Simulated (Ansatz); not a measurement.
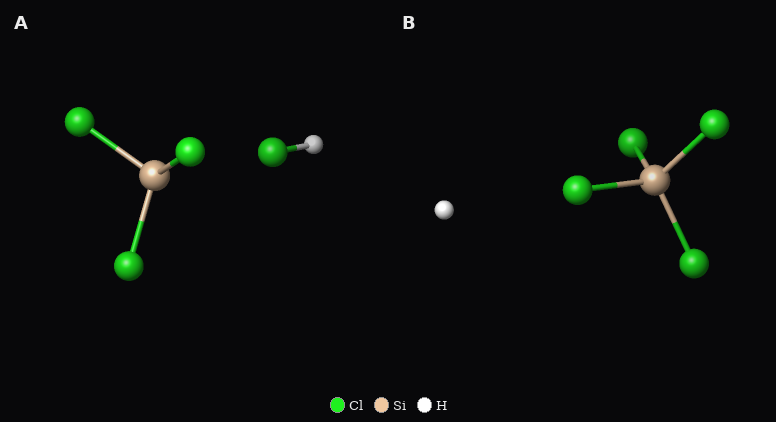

2 stationary structures of one formula. Charge 0, doublet. Geometries: PBE0-D4/def2-TZVP. Electronic energies: CCSD(T)/CBS (MP2 limit from def2-TZVPP and def2-QZVPP plus CCSD(T) − MP2) (Ansatz 0.2.0), without zero-point energy. No frequency run is at hand to confirm each as a minimum.

**Rank them by energy, lowest first.**

B is lowest; A lies 3.9 kcal/mol above it (C3v, a minimum).

Give E(B) − E(A) in kcal/mol at these levels too: SPW92 (LDA)/def2-SVP; ωB97M-V/def2-TZVPP; PBE0-D4/def2-SVP; BHLYP-D4/def2-TZVPP; UHF-CCSD(T) (frozen core)/def2-SVP; B2PLYP (frozen core)/def2-TZVPP; CAM-B3LYP-D4/def2-TZVPP; CCSD(T)/CBS (MP2 limit from def2-TZVPP and def2-QZVPP plus CCSD(T) − MP2).

```json
{"level": "SPW92 (LDA)/def2-SVP", "E(B) − E(A) (kcal/mol)": "−2.9"}
{"level": "ωB97M-V/def2-TZVPP", "E(B) − E(A) (kcal/mol)": "−5.0"}
{"level": "PBE0-D4/def2-SVP", "E(B) − E(A) (kcal/mol)": "−3.7"}
{"level": "BHLYP-D4/def2-TZVPP", "E(B) − E(A) (kcal/mol)": "−2.1"}
{"level": "UHF-CCSD(T) (frozen core)/def2-SVP", "E(B) − E(A) (kcal/mol)": "−3.3"}
{"level": "B2PLYP (frozen core)/def2-TZVPP", "E(B) − E(A) (kcal/mol)": "−1.2"}
{"level": "CAM-B3LYP-D4/def2-TZVPP", "E(B) − E(A) (kcal/mol)": "−0.8"}
{"level": "CCSD(T)/CBS (MP2 limit from def2-TZVPP and def2-QZVPP plus CCSD(T) − MP2)", "E(B) − E(A) (kcal/mol)": "−3.9"}
```
